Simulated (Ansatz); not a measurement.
# Static equation of state of random rock-salt (Na, Li, K)Cl solid solution (64 atoms)

The cell holds 64 atoms: 10 Na, 32 Cl, 11 Li and 11 K. Its edges and angles: a = 11.422 Å, b = 11.386 Å, c = 11.801 Å, α = 89.4°, β = 89.9°, γ = 89.5°. It derives from NaCl and LiCl and KCl. The starting structure: Rock-salt lattice (a = 5.691 Å, the mean of the end members), 2 x 2 x 2 cells, metal sites filled at random with 10 Na, 11 Li, 11 K; then minimised and run for 3 ps at 250 K (NVT) with a classical potential, last frame taken.

Calculated with Ansatz 0.2.0: Kohn-Sham DFT, PBEsol, PAW (set soft_2), plane waves; cutoff 420 eV, Γ point, fixed occupations. Cell and atoms were relaxed first, to V0 = 23.979 Å³ an atom at a residual P0 = 0.003 GPa. The cell was then scaled evenly, and the atoms were relaxed at each volume.

| volume (Å³/atom) | pressure (GPa) |
| --- | --- |
| 21.581 | 2.644 |
| 22.540 | ? |
| 23.259 | 0.6929 |
| 24.698 | -0.5944 |
| 25.417 | -0.8977 |

Task: Fit the third-order Birch–Murnaghan equation to the rows given and interpolate to the withheld row.

Worked fit:

Take the Eulerian strain f = ½[(V0/V)^(2/3) − 1] and the normalised pressure F = (P − P0) / [3f(1 + 2f)^(5/2)]. The third-order Birch–Murnaghan equation is then the line F = B0 + (3/2)B0(B′ − 4) f, so u = f and v = F.

| u = f | v = F (GPa) |
| --- | --- |
| 0.0363829 | 20.3052 |
| 0.0102569 | 21.3253 |
| -0.00975637 | 21.4249 |
| -0.0190504 | 17.3596 |

With n = 4: mean u = 0.00445827, mean v = 20.1038, Σ(u − ū)² = 0.0018075, Σ(u − ū)(v − v̄) = 0.059249. Slope b = 0.059249 / 0.0018075 = 32.779; intercept a = v̄ − b ū = 19.958.

So B0 = a = 20.0 GPa and B′ = 4 + 2b/(3a) = 5.09. At the withheld volume f = 0.02106, F = a + b f = 20.65 GPa, and P = P0 + 3f(1 + 2f)^(5/2) F.

Prediction at 22.540: 1.449 GPa. The run gave 1.414 GPa, so the fit is high by 0.034 GPa (2.4 % of the value).

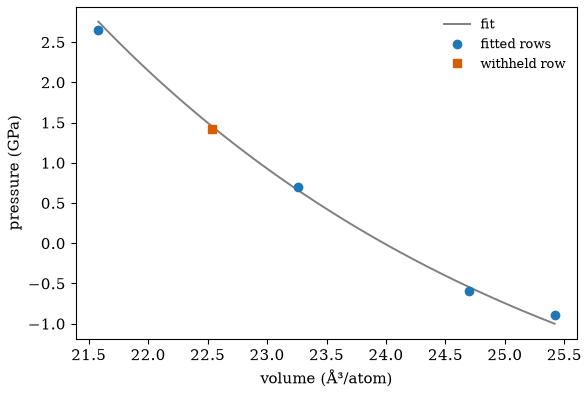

The fit, the rows that it rests on and the withheld row.

B′ = 5.1 lies in the range of 3 to 6 that is common for dense crystals. The series isn't one smooth equation of state: even a line fitted to all rows, the withheld one included, misses F by up to 11.3 %, the count of bonds changes along the series and an atom moves over 0.5 Å in some relaxation. B0 and B′ are then only the numbers of this fit, not moduli of the material. Among the rows given, the largest miss of the fit is at 21.581, by 0.11 GPa (3.1 % of the range of the table).

Limits: Static cells at zero temperature; the cell shape is held. The program notes that the SCF threshold of these relaxations is loose for the stress. Only the Γ point is sampled, in a cell whose shortest periodic width is 11 Å.

[Hosts, paths, dates, database ids (printed as entryN), source tags and the programs' standing remarks are cut or masked in the printed files.]
